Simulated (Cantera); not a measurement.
Feed: 1 mol Nb2O5, 810 mol H2, 6.4 mol H2O, equilibrated at 1000 Pa.

These are equilibrium values from Cantera (NASA tables, ideal gas, pure condensed phases), not measurements of a reactor. Candidate condensed phases: H2O, Nb, NbO, NbO2, Nb2O5; 12 gas species. Mutual solubility and eutectic melting of coexisting phases are not modelled. NbO: taken at fixed stoichiometry. Condensed phases not in the tables: the oxides between NbO2 and Nb2O5. The numbers say what is thermodynamically allowed, not how fast it happens.

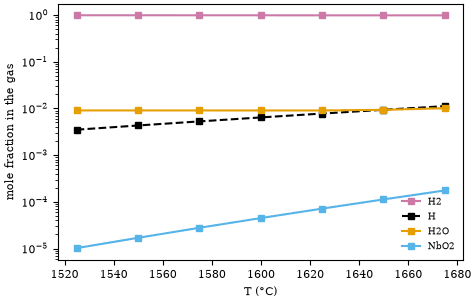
Figure. Equilibrium gas composition (values under 1e-9 drawn at 1e-9)

From 1525 °C to 1625 °C the condensed part is NbO2(s). From 1650 °C to 1675 °C the condensed part is NbO(s) + NbO2(s). The main Nb-bearing gas is NbO2 throughout. The share of Nb in condensed phases is highest at 1525 °C (99.6 %) and lowest at 1675 °C (92.6 %).
